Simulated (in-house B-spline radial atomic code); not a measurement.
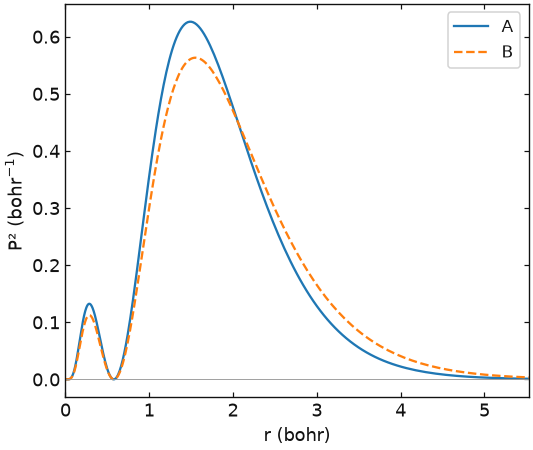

The Zr²⁺ ion was computed in two configurations: [Kr] 4d1 5f1 (high spin); [Kr] 4d2 (high spin). Computed with an in-house B-spline radial code: non-relativistic PBE, spin-polarised, spherical fractional occupations, point nucleus, basis-set limit.

The plot shows P² of the 4d up orbital in both runs.

> Which curve belongs to which run?

A is [Kr] 4d1 5f1 (high spin) (⟨r⟩ = 1.83 bohr, eigenvalue −25.2 eV); B is [Kr] 4d2 (high spin) (⟨r⟩ = 1.97 bohr, eigenvalue −18.2 eV). The orbital is smaller where the other electrons screen the nucleus less.
